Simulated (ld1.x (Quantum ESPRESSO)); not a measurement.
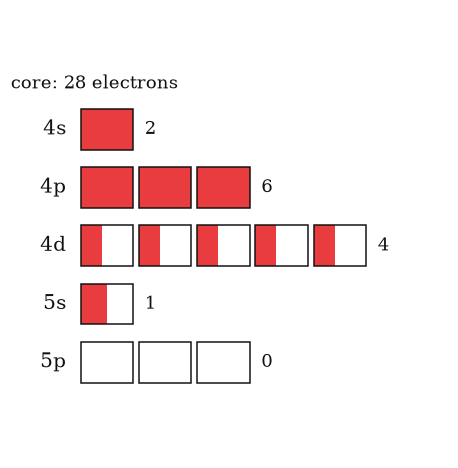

*The valence shells of the reference configuration: a box for each of the 2l + 1 orbitals, shaded by the share of the shell that is filled, with the electron count at the right.*

## Pseudopotential generation for Nb

- system: niobium (Nb, Z = 41), core [Ar] 3d10, reference valence 4s2 4p6 4d4 5s1 5p0, valence charge 13.
- method: RRKJ potential, PBEsol, scalar-relativistic, made with ld1.x (Quantum ESPRESSO) 7.5

### Input file
```
 &input
   title='Nb', zed=41., rel=1, dft='PBESOL', iswitch=3,
   config='[Kr] 4d4 5s1 5p0',
   nld=3, rlderiv=2.25, eminld=-6.0, emaxld=5.0, deld=0.02
 /
 &inputp
   pseudotype=2, tm=.false., lloc=-1, rcloc=1.85,
   nlcc=.false.,
   file_pseudopw='Nb.UPF', file_wfcaegen='ae.wfc', file_wfcncgen='nc.wfc', file_beta='beta', file_chi='chi'
 /
3
4S  1  0   2.00   0.00  1.35  1.35  0.0
4P  2  1   6.00   0.00  1.45  1.45  0.0
4D  3  2   4.00   0.00  2.05  2.05  0.0
 &test
   configts(1)='4s2 4p6 4d4 5s1 5p0'
 /
```

Hardware: 1 CPU thread, shared host.

Launched with:
```bash
ld1.x < Nb.in > Nb.out
```

### Output
```
     Program LD1 v.7.5
     --------------------------- All-electron run ----------------------------

     Nb
     scalar relativistic calculation

     atomic number is 41.00
     dft =PBESOL   lsd =0 sic =0 latt =0  beta=0.20 tr2=1.0E-14
     Exchange-correlation= PBESOL
                           (   1   4  10   8   0   0   0)
     mesh =1227 r(mesh) = 100.62774 a.u. xmin = -7.00 dx = 0.01250
     1 Ry =  13.60569312 eV, c = 137.03599908

     n l     nl                  e(Ry)          e(Ha)          e(eV)
     1 0     1S 1( 2.00)     -1381.5176      -690.7588    -18796.5052
     2 0     2S 1( 2.00)      -193.2514       -96.6257     -2629.3197
     2 1     2P 1( 6.00)      -172.5933       -86.2966     -2348.2512
     3 0     3S 1( 2.00)       -32.2234       -16.1117      -438.4211
     3 1     3P 1( 6.00)       -25.4721       -12.7361      -346.5662
     4 0     4S 1( 2.00)        -4.2887        -2.1444       -58.3508
     4 1     4P 1( 6.00)        -2.5351        -1.2676       -34.4920
     3 2     3D 1(10.00)       -14.4272        -7.2136      -196.2919
     4 2     4D 1( 4.00)        -0.2246        -0.1123        -3.0555
     5 0     5S 1( 1.00)        -0.2950        -0.1475        -4.0131
     5 1     5P 1( 0.00)        -0.0798        -0.0399        -1.0851

     final scf error:  8.3E-15 reached in  32 iterations

     Etot =   -7634.997112 Ry,   -3817.498556 Ha, -103879.427706 eV

     Ekin =    7860.604596 Ry,    3930.302298 Ha,  106948.973888 eV
     Encl =  -18398.963081 Ry,   -9199.481541 Ha, -250330.645463 eV
     Eh   =    3136.410774 Ry,    1568.205387 Ha,   42673.042504 eV
     Exc  =    -233.049401 Ry,    -116.524701 Ha,   -3170.798635 eV

     normalization and overlap integrals

     s(1S/1S) =  1.000000  <r> =   0.0361  <r2> =    0.0018  r(max) =   0.0235
     s(2S/2S) =  1.000000  <r> =   0.1581  <r2> =    0.0295  r(max) =   0.1335
     s(2P/2P) =  1.000000  <r> =   0.1378  <r2> =    0.0232  r(max) =   0.1066
     s(3S/3S) =  1.000000  <r> =   0.4436  <r2> =    0.2255  r(max) =   0.3961
     s(3P/3P) =  1.000000  <r> =   0.4461  <r2> =    0.2318  r(max) =   0.3912
     s(4S/4S) =  1.000000  <r> =   1.1589  <r2> =    1.5243  r(max) =   1.0371
     s(4P/4P) =  1.000000  <r> =   1.3033  <r2> =    1.9530  r(max) =   1.1179
     s(3D/3D) =  1.000000  <r> =   0.4331  <r2> =    0.2263  r(max) =   0.3325
     s(4D/4D) =  1.000000  <r> =   2.2144  <r2> =    6.2572  r(max) =   1.5090
     s(5S/5S) =  1.000000  <r> =   3.7020  <r2> =   15.7516  r(max) =   3.0769
     s(5P/5P) =  1.000000  <r> =   5.3977  <r2> =   34.4369  r(max) =   4.2056

     ------------------------ End of All-electron run ------------------------

     --------------------- Generating NC pseudopotential ---------------------

      Generating local potential from pseudized AE potential:
      Matching radius rcloc =   1.8500

      Local pseudo, rcloc= 1.843 Estimated cut-off energy=     7.38 Ry

      Wfc   4S  rcut= 1.365  Estimated cut-off energy=       69.22 Ry
     l=   0 Node at 0.30087148
      This function has    1 nodes for 0 < r <    1.365

 %%%%%%%%%%%%%%%%%%%%%%%%%%%%%%%%%%%%%%%%%%%%%%%%%%%%%%%%%%%%%%%%%%%%%%%%%%%%%%
     Error in routine compute_phi (1):
     phi has nodes before r_c
 %%%%%%%%%%%%%%%%%%%%%%%%%%%%%%%%%%%%%%%%%%%%%%%%%%%%%%%%%%%%%%%%%%%%%%%%%%%%%%

     stopping ...
```

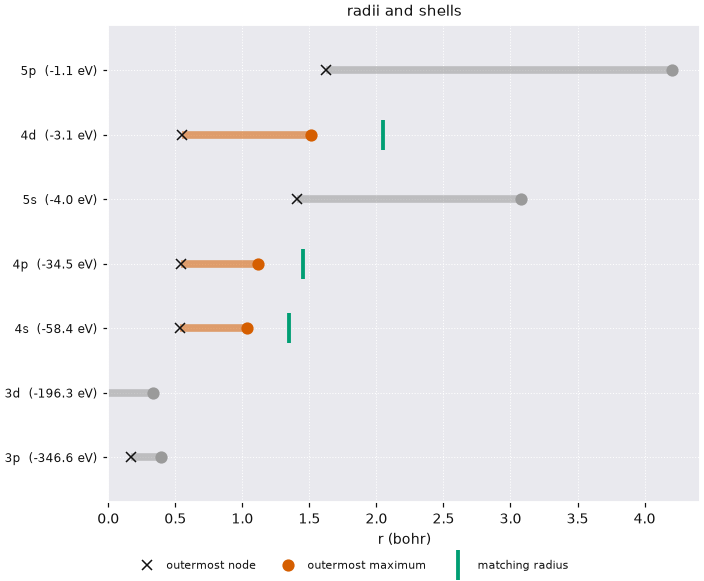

*Outer shells of the all-electron reference atom: each bar runs from the outermost node (or the nucleus) to the outermost maximum of u(r); the tick is the radius chosen for the pseudo-wave. Shells without a tick have no pseudo-wave of their own. Levels, nodes and maxima are from ld1.x, scalar-relativistic.*

- Radii against the shells: 4s: 1.35 bohr, outside the maximum; 4p: 1.45 bohr, outside the maximum; 4d: 2.05 bohr, outside the maximum.

### What the run reported

| quantity | value |
| --- | --- |
| outcome | ended with an error |

### Diagnosis

The generator stopped with the message “compute_phi: phi has nodes before r_c”. In words: the RRKJ expansion in Bessel functions gave a pseudo-wave with a node inside its radius.
